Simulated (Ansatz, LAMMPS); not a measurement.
**Glassy 65SnO2-35SiO2 (mol %) (60 atoms): a short ab initio trajectory**

Aim: follow glassy 65SnO2-35SiO2 (mol %) (60 atoms) for a short time with forces from DFT, then look at structure and electrons in the last frame.

Method: Kohn-Sham DFT, RPBE, PAW (set soft_2), plane waves, in Ansatz 0.2.0.

### Step 1. Set-up

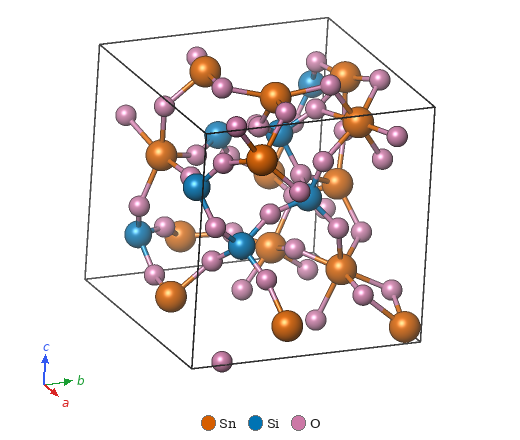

The starting structure, seen slightly off an axis (tin orange, silicon blue, oxygen pink). Bonds to atoms that aren't drawn are left out. Some periodic images of atoms are drawn too.

The cell holds 60 atoms: 13 Sn, 7 Si and 40 O. Cell: a = 9.248 Å, b = 9.248 Å, c = 9.248 Å, α = 90.0°, β = 90.0°, γ = 90.0°. 60 atoms (13 Sn, 7 Si, 40 O) placed at random at 4.63 g/cm³, melted at 4000 K for 10 ps at fixed volume with the Morse and Coulomb pair potential with partial charges (Pedone, Malavasi, Menziani, Cormack and Segre, J. Phys. Chem. B 110, 11780 (2006)). Quenched from 4000 K to 300 K at 10 K/ps and fixed volume, held 10 ps at zero pressure, then minimised at fixed cell.

What the set-up can't give: The quench rate of 10 K/ps is many orders above laboratory rates, so the cell is likely richer in defects and strain than a real sample. The starting topology of bonds comes from the classical model. The Brillouin zone is sampled at Γ only, in a cell whose shortest periodic width is 9 Å.

### Step 2. Dynamics at 300 K

A Langevin thermostat couples each atom to a heat bath, at the price of damped dynamics. The time step is 1.0 fs.

Contents of input.yaml:

```yaml
crystal:
  lattice:
    - [9.24821, 0.0, 0.0]
    - [0.0, 9.24821, 0.0]
    - [0.0, 0.0, 9.24821]
  atoms:
    - { symbol: Sn, position: [0.41165, 0.88224, 0.46254] }
    - { symbol: Sn, position: [0.03209, 0.7673, 0.37515] }
    - { symbol: Sn, position: [0.33267, 0.3088, 0.97586] }
    - { symbol: Sn, position: [0.00142, 0.40826, 0.13609] }
    [... 50 atom lines left out ...]
    - { symbol: O, position: [0.49479, 0.19343, 0.60225] }
    - { symbol: O, position: [0.31924, 0.94414, 0.64724] }
    - { symbol: O, position: [0.13162, 0.27117, 0.242] }
    - { symbol: O, position: [0.12613, 0.57564, 0.17968] }
    - { symbol: O, position: [0.84416, 0.38192, 0.27631] }
    - { symbol: O, position: [0.31147, 0.82389, 0.06547] }
kpoints:
  mp_grid: { grid: [1, 1, 1] }
hamiltonian:
  xc: rpbe
scf:
  occupations: { method: fixed }
output:
  forces: true
md:
  timestep: 1.0
  n_steps: 401
  ensemble: nvt_langevin
  temperature: 300
  initial_velocities: maxwell_boltzmann
  seed: 1378
```

Launch:

```console
$ ansatz run input.yaml --threads 4 --pin off --max-ram 8192MiB --backend cpu --events-out ev --progress --plain --runs-dir out
```

It took 23 min on 4 threads of Arm Neoverse V2, shared host; peak memory 1 GiB.

The program notes that it switched symmetry off.

Rows from the run:

| time (fs) | T (K) | potential (meV/atom) |
| --- | --- | --- |
| 0.0 | 295 | 0.0 |
| 27.0 | 353 | -10.1 |
| 53.0 | 288 | -8.9 |
| 80.0 | 294 | -6.9 |
| 107.0 | 294 | -5.4 |
| 134.0 | 303 | -7.3 |
| 160.0 | 269 | -7.8 |
| 187.0 | 269 | -8.6 |
| 214.0 | 285 | -8.7 |
| 241.0 | 270 | -7.4 |
| 267.0 | 247 | -9.5 |
| 294.0 | 314 | -10.1 |
| 321.0 | 277 | -7.1 |
| 348.0 | 328 | -18.3 |
| 374.0 | 323 | -8.8 |
| 401.0 | 269 | -5.1 |

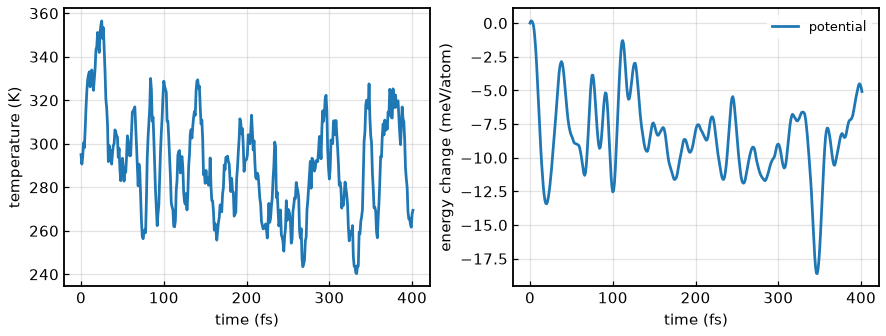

Temperature and energies against time.

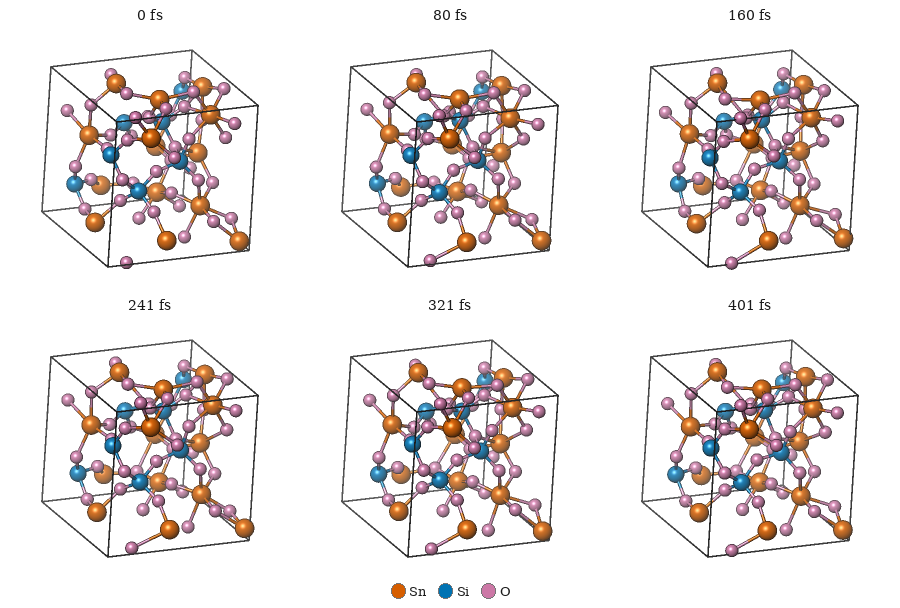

6 frames of the run. Bonds to atoms that aren't drawn are left out.

Mean square displacement from the first frame to the last: Sn 0.022 Å², Si 0.020 Å², O 0.035 Å².

Mean square displacement against time lag:

| time lag (fs) | O (Å²) | Si (Å²) | Sn (Å²) |
| --- | --- | --- | --- |
| 1.0 | 4.4e-5 | 2.3e-5 | 6.7e-6 |
| 9.0 | 0.00322 | 0.00168 | 5.2e-4 |
| 26.0 | 0.0173 | 0.00728 | 0.00373 |
| 34.0 | 0.0231 | 0.00874 | 0.00584 |
| 51.0 | 0.0322 | 0.0110 | 0.0106 |
| 59.0 | 0.0351 | 0.0118 | 0.0127 |
| 67.0 | 0.0374 | 0.0127 | 0.0147 |
| 84.0 | 0.0419 | 0.0153 | 0.0182 |
| 92.0 | 0.0436 | 0.0163 | 0.0195 |
| 109.0 | 0.0451 | 0.0173 | 0.0216 |
| 117.0 | 0.0453 | 0.0180 | 0.0223 |
| 134.0 | 0.0455 | 0.0190 | 0.0232 |
| 142.0 | 0.0454 | 0.0189 | 0.0234 |
| 151.0 | 0.0452 | 0.0185 | 0.0235 |
| 167.0 | 0.0447 | 0.0182 | 0.0233 |
| 176.0 | 0.0441 | 0.0182 | 0.0229 |
| 192.0 | 0.0425 | 0.0187 | 0.0219 |
| 201.0 | 0.0419 | 0.0187 | 0.0212 |

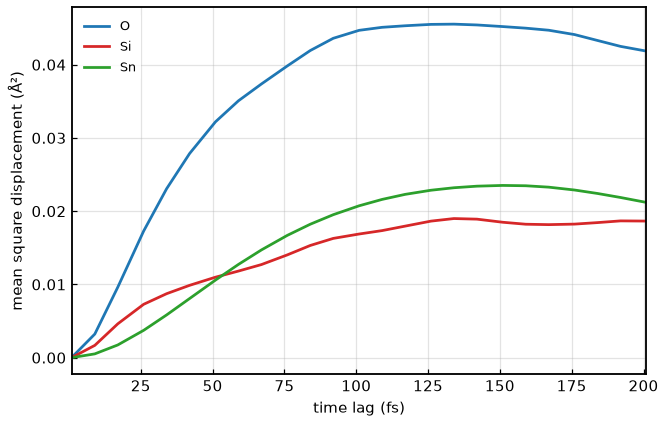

Mean square displacement, plotted against time lag.

Over the second half of 401 fs the temperature averages 284 K with swings of 22 K r.m.s. From first frame to last O has the largest mean square displacement, 0.035 Å² at the end; the farthest move is 0.32 Å. Over this window the atoms only vibrate about their places. The count of bonds goes from 103 in the first frame to 104 in the last, by one set of cutoffs: 0 pairs passed out of them and 1 came within. The run spans 0.40 ps, too short for its means to be equilibrium values.

### Step 3. Structure statistics late in the run

The g(r) is a mean over the second half; what follows it is taken at the last frame.

Density 5.00 g/cm³, 13.18 Å³ an atom.

Mean of 14 frames. g(r), total and by pair (bins of 0.2 Å):

| r (Å) | total | O-O | O-Sn | O-Si | Sn-Sn | Sn-Si | Si-Si |
| --- | --- | --- | --- | --- | --- | --- | --- |
| 1.50 | 0.24 | 0.00 | 0.00 | 1.52 | 0.00 | 0.00 | 0.00 |
| 1.70 | 1.54 | 0.00 | 0.00 | 9.87 | 0.00 | 0.00 | 0.00 |
| 1.90 | 0.57 | 0.00 | 1.91 | 0.12 | 0.00 | 0.00 | 0.00 |
| 2.10 | 1.94 | 0.00 | 6.71 | 0.00 | 0.00 | 0.00 | 0.00 |
| 2.30 | 0.37 | 0.07 | 1.17 | 0.00 | 0.00 | 0.00 | 0.00 |
| 2.50 | 0.53 | 0.90 | 0.46 | 0.00 | 0.00 | 0.00 | 0.00 |
| 2.70 | 1.34 | 2.94 | 0.12 | 0.02 | 0.00 | 0.00 | 0.24 |
| 2.90 | 1.19 | 2.38 | 0.17 | 0.31 | 0.00 | 0.00 | 2.74 |
| 3.10 | 1.00 | 1.64 | 0.22 | 0.71 | 0.83 | 0.55 | 2.57 |
| 3.30 | 0.91 | 0.80 | 0.37 | 0.70 | 2.25 | 4.54 | 0.18 |
| 3.50 | 0.95 | 0.74 | 0.54 | 1.29 | 2.19 | 3.17 | 0.00 |
| 3.70 | 1.02 | 0.65 | 1.29 | 1.18 | 2.93 | 0.64 | 0.39 |
| 3.90 | 0.95 | 0.58 | 1.24 | 1.29 | 2.47 | 0.19 | 0.49 |
| 4.10 | 0.90 | 0.66 | 1.06 | 1.48 | 0.83 | 0.59 | 0.05 |
| 4.30 | 1.03 | 0.75 | 1.41 | 1.56 | 0.10 | 0.64 | 0.79 |
| 4.50 | 1.09 | 0.79 | 1.55 | 1.23 | 0.40 | 1.10 | 1.64 |

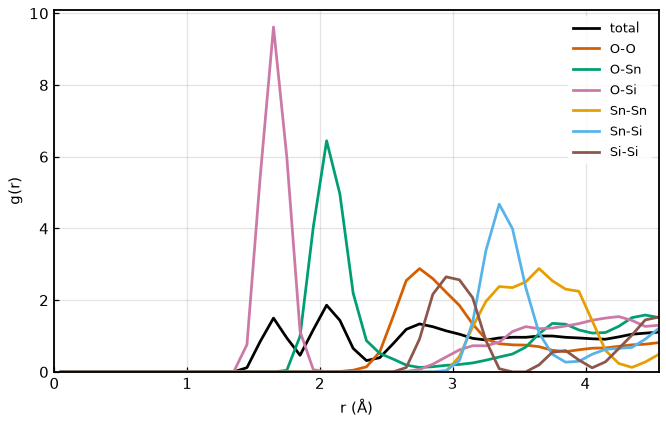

Pair distribution functions, lightly smoothed.

Bonds by pair of elements; cutoffs follow the first minimum of g(r), held within bounds set by covalent radii, and pairs that aren't listed don't count as bonded:

| pair A-B | cutoff (Å) | bonds | mean length (Å) | spread (Å) | shortest (Å) | B about A | A about B |
| --- | --- | --- | --- | --- | --- | --- | --- |
| O-Sn | 2.73 | 76 | 2.12 | 0.155 | 1.86 | 1.9 | 5.85 |
| O-Si | 2.16 | 28 | 1.66 | 0.062 | 1.58 | 0.7 | 4 |

How many atoms have how many bonded neighbours:

| element | mean | 2 | 3 | 4 | 5 | 6 | 7 |
| --- | --- | --- | --- | --- | --- | --- | --- |
| O | 2.6 | 16 | 24 | 0 | 0 | 0 | 0 |
| Si | 4 | 0 | 0 | 7 | 0 | 0 | 0 |
| Sn | 5.85 | 0 | 0 | 0 | 3 | 9 | 1 |

Bond angles (no mean is given where the spread exceeds 20°):

| angle | count | mean (°) | spread (°) |
| --- | --- | --- | --- |
| O-Sn-O | 186 | - | - |
| Sn-O-Sn | 53 | 116 | 15.5 |
| O-Si-O | 42 | 109 | 7.3 |
| Si-O-Sn | 31 | 128 | 15.3 |
| Si-O-Si | 4 | 130 | 11.7 |

Oxygen atoms by the number of network formers (Si, P, Ge, B, Al, As, Ga) bound to them:

| network formers bound to O | O atoms | per cent |
| --- | --- | --- |
| 0 | 16 | 40 |
| 1 | 20 | 50 |
| 2 | 4 | 10 |

Network units: each former by its oxygen neighbours and how many of them bridge to another former:

| former | O neighbours | bridging O | atoms |
| --- | --- | --- | --- |
| Si | 4 | 0 | 2 |
| Si | 4 | 1 | 2 |
| Si | 4 | 2 | 3 |

Bond length by coordination (bonds to H left out):

| element | coordination | atoms | mean bond length (Å) |
| --- | --- | --- | --- |
| O | 2 | 16 | 1.80 |
| O | 3 | 24 | 2.08 |
| Sn | 5 | 3 | 2.05 |
| Sn | 6 | 9 | 2.12 |
| Sn | 7 | 1 | 2.24 |

For some of the pairs, g(r) has its first main peak near 2.7 Å (O-O), 2.1 Å (O-Sn), 1.6 Å (O-Si) and 3.4 Å (Sn-Si). Counting bonds as in the table, 60 % of O atoms have 3, all Si atoms have 4 and 69 % of Sn atoms have 6 bonded neighbours. Counting bonds to Si alone, not to Sn, 10 % of the oxygens join two of these atoms and 50 % one; 40 % join none. The commonest Si unit has 4 oxygens, 2 of them shared with other formers (3 of 7 atoms).

### Step 4. Single point at the last frame

The last frame is solved again with fuller output, to read the electronic structure of a thermally displaced geometry.

Contents of input.yaml:

```yaml
crystal:
  lattice:
    - [9.24821, 0.0, 0.0]
    - [0.0, 9.24821, 0.0]
    - [0.0, 0.0, 9.24821]
  atoms:
    - { symbol: Sn, position: [0.42614, 0.88598, 0.47687] }
    - { symbol: Sn, position: [0.03756, 0.7568, 0.37521] }
    - { symbol: Sn, position: [0.34005, 0.31283, 0.98893] }
    - { symbol: Sn, position: [0.02274, 0.40115, 0.14422] }
    [... 50 atom lines left out ...]
    - { symbol: O, position: [0.51243, 0.193, 0.58803] }
    - { symbol: O, position: [0.33789, 0.95488, 0.65944] }
    - { symbol: O, position: [0.16736, 0.28592, 0.26439] }
    - { symbol: O, position: [0.11742, 0.60163, 0.18784] }
    - { symbol: O, position: [0.86905, 0.4004, 0.28252] }
    - { symbol: O, position: [0.3185, 0.84496, 0.08591] }
kpoints:
  mp_grid: { grid: [1, 1, 1] }
hamiltonian:
  xc: rpbe
scf:
  occupations: { method: fixed }
output:
  forces: true
  stress: true
  populations: true
  dos:
    method: { smearing: { sigma: 0.15 } }
    de: 0.1
    projected: { site_lists: { O: [O], Si: [Si], Sn: [Sn] } }
  eigenvalues: true
  write_density: true
  write_potential: true
  volumetric_format: npy
```

The job ended after 7.9 s (4 threads; peak memory 0.97 GiB; 30 s of CPU time).

Numbers from this run:

```yaml
free_energy: -105671.8959 eV
free_energy_per_atom: -1761.1983 eV/atom
scf_cycles: 10
pressure: 4.763 GPa
r_m_s_force_component: 0.7287 eV/Å
longest_force: 2.649 eV/Å
fermi_energy: 6.367 eV
spacing_of_highest_filled_and_lowest_empty_level: 1.186 eV
spilling_of_the_projection: 0.007286
```

Neighbours are counted within 2.73 Å (O-Sn), 2.16 Å (O-Si), the cutoffs taken from the dynamics.

Length of the force by element and coordination:

| element | coordination | atoms | mean length of the force (eV/Å) | spread | least | most |
| --- | --- | --- | --- | --- | --- | --- |
| O | all | 40 | 0.998 | 0.525 | 0.103 | 2.16 |
| O | 2 | 16 | 1.05 | 0.504 | 0.257 | 1.91 |
| O | 3 | 24 | 0.960 | 0.535 | 0.103 | 2.16 |
| Si | all | 7 | 1.68 | 0.721 | 0.368 | 2.65 |
| Sn | all | 13 | 1.19 | 0.478 | 0.467 | 2.34 |
| Sn | 5 | 3 | 1.14 | 0.311 | 0.732 | 1.49 |
| Sn | 6 | 9 | 1.19 | 0.542 | 0.467 | 2.34 |
| Sn | 7 | 1 | 1.35 | 0 | 1.35 | 1.35 |

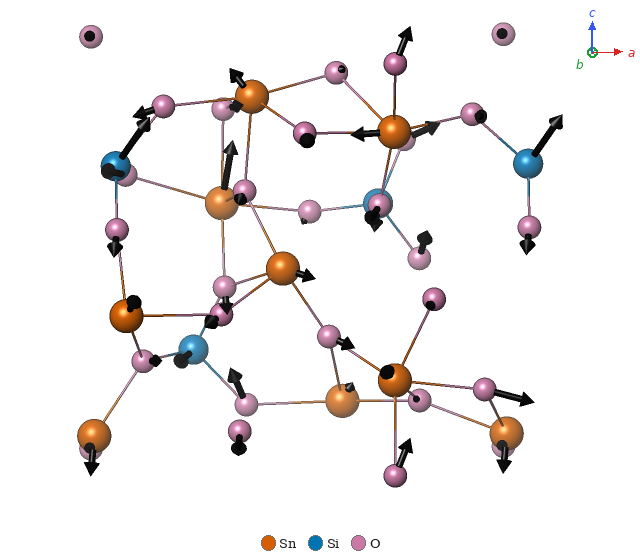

Forces as arrows; the longest in the cell is 2.65 eV/Å. Drawn is a slice 5 Å thick, seen along the normal of the ac plane. Bonds to atoms that aren't drawn are left out.

Löwdin charges by element and coordination (they lack the spilled electrons, 0.055 e an atom on average):

| element | coordination | atoms | mean charge (e) | spread | least | most |
| --- | --- | --- | --- | --- | --- | --- |
| O | all | 40 | -0.792 | 0.0226 | -0.860 | -0.741 |
| O | 2 | 16 | -0.803 | 0.0231 | -0.860 | -0.762 |
| O | 3 | 24 | -0.784 | 0.019 | -0.808 | -0.741 |
| Si | all | 7 | 1.71 | 0.0216 | 1.69 | 1.75 |
| Sn | all | 13 | 1.76 | 0.029 | 1.73 | 1.85 |
| Sn | 5 | 3 | 1.75 | 0.0103 | 1.74 | 1.76 |
| Sn | 6 | 9 | 1.77 | 0.0324 | 1.73 | 1.85 |
| Sn | 7 | 1 | 1.78 | 0 | 1.78 | 1.78 |

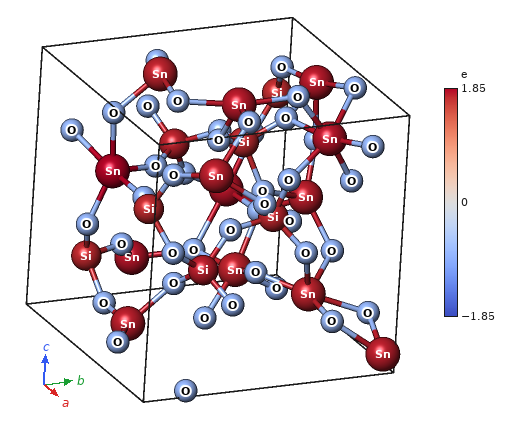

Atoms coloured by Löwdin charge. Bonds to atoms that aren't drawn are left out. Some periodic images of atoms are drawn too.

States in the cell by windows of 1 eV, zero at the Fermi level; the larger projections on atomic orbitals stand beside the total:

| from (eV) | to (eV) | total | O p | Sn p | Sn s |
| --- | --- | --- | --- | --- | --- |
| -10 | -9 | 0.0 | 0.0 | 0.0 | 0.0 |
| -9 | -8 | 4.6 | 2.8 | 0.1 | 0.9 |
| -8 | -7 | 13.4 | 8.1 | 0.3 | 3.2 |
| -7 | -6 | 14.1 | 8.9 | 0.6 | 2.7 |
| -6 | -5 | 14.7 | 10.4 | 1.3 | 1.0 |
| -5 | -4 | 26.7 | 20.3 | 3.2 | 0.4 |
| -4 | -3 | 29.3 | 23.7 | 2.7 | 0.3 |
| -3 | -2 | 39.3 | 34.4 | 1.9 | 0.2 |
| -2 | -1 | 45.9 | 43.0 | 0.8 | 0.2 |
| -1 | 0 | 48.1 | 46.2 | 0.4 | 0.1 |
| 0 | 1 | 3.7 | 3.6 | 0.0 | 0.0 |
| 1 | 2 | 2.0 | 0.5 | 0.1 | 1.0 |
| 2 | 3 | 0.5 | 0.2 | 0.0 | 0.2 |
| 3 | 4 | 8.0 | 2.9 | 0.7 | 3.4 |
| 4 | 5 | 11.4 | 3.9 | 1.0 | 5.0 |

With fixed occupations the program's Fermi level is the highest filled level; weight inside the gap is the broadening of levels at its edges.

Between -22 and -10 eV lie 210 more states.

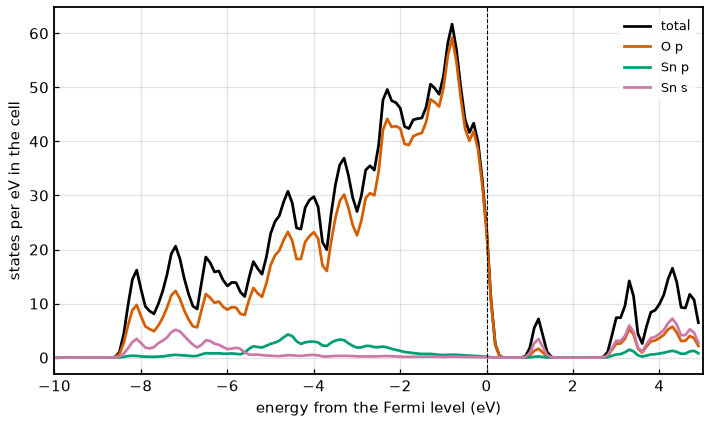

Total and projected density of states, with the broadening of the input.

The levels nearest the highest filled one (over half full), pooled over k-points and spins:

| level less the highest filled one (eV) | occupation |
| --- | --- |
| -0.274 | 2 |
| -0.221 | 2 |
| -0.176 | 2 |
| -0.0622 | 2 |
| -0.0331 | 2 |
| 0 | 2 |
| 1.19 | 0 |
| 3.02 | 0 |
| 3.31 | 0 |
| 3.35 | 0 |
| 3.78 | 0 |
| 4.01 | 0 |

Mean Löwdin charges: O -0.79, Si +1.71, Sn +1.76 e (they miss 0.73 % of the electrons, so they add up to more than the cell's charge). The largest share in the top eV of filled states is O p (97 % of the projected weight), and in the lowest eV of empty states Sn s (49 % of the projected weight).

### Step 5. What came out

| Item | Value |
| --- | --- |
| mean temperature, second half | 283.7 K |
| temperature swing, second half | 22.08 K |
| free energy per atom | -1761.1983 eV/atom |
| pressure | 4.763 GPa |
| r.m.s. force component | 0.7287 eV/Å |
| gap (highest filled to lowest empty level) | 1.186 eV |
| wall time of the 2 DFT runs | 23 min |

In words: Over the second half of 401 fs the temperature averages 284 K with swings of 22 K r.m.s. The count of bonds goes from 103 in the first frame to 104 in the last, by one set of cutoffs: 0 pairs passed out of them and 1 came within. The run spans 0.40 ps, too short for its means to be equilibrium values. Counting bonds as in the table, 60 % of O atoms have 3, all Si atoms have 4 and 69 % of Sn atoms have 6 bonded neighbours. Counting bonds to Si alone, not to Sn, 10 % of the oxygens join two of these atoms and 50 % one; 40 % join none. Between filled and empty levels lie 1.19 eV (at Γ alone); a semilocal functional tends to put such gaps too low. In a disordered cell it changes from sample to sample, and tail or defect levels can set it.

What to keep in mind: The starting topology of bonds comes from the classical model; in DFT 0 of its 103 bonded pairs passed out of the cutoffs and 1 came within them. The pressure of 4.8 GPa is that of one thermal frame at a volume set beforehand, without the kinetic term.

[Logs are printed without paths, hosts, clocks, repeated set-up lines and the standing remarks that a program may print on its own settings, such as how far it seeks lower states.]

[Hosts, paths, dates, database ids (printed as entryN), source tags and the programs' standing remarks are cut or masked in the printed files.]
